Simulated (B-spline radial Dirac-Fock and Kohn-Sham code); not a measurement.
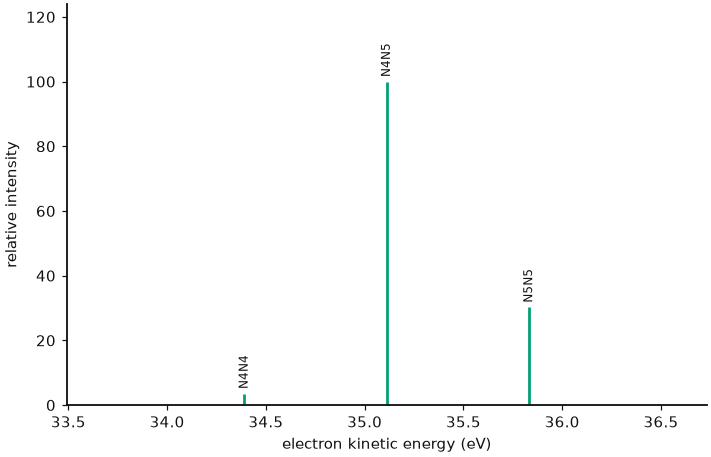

Auger and Coster–Kronig groups that fill an N1 (4s) hole, as sticks. Kinetic energies count from the vacuum level; very weak lines are left out. System: Ag³⁺ ([Kr] 4d8). Method: independent-particle Coulomb rates on relativistic LDA orbitals, configuration-average energies from Dirac–Fock (computed with a B-spline radial code). Widths ruled by Coster–Kronig decay come out up to twice the measured ones in this model.

Question: How wide is the N1 level from this decay?

Answer: The non-radiative width is 0.687 eV.

Question: Which group is strongest?

Answer: N1-N4N5 at 35.11 eV, 75 % of the non-radiative width.
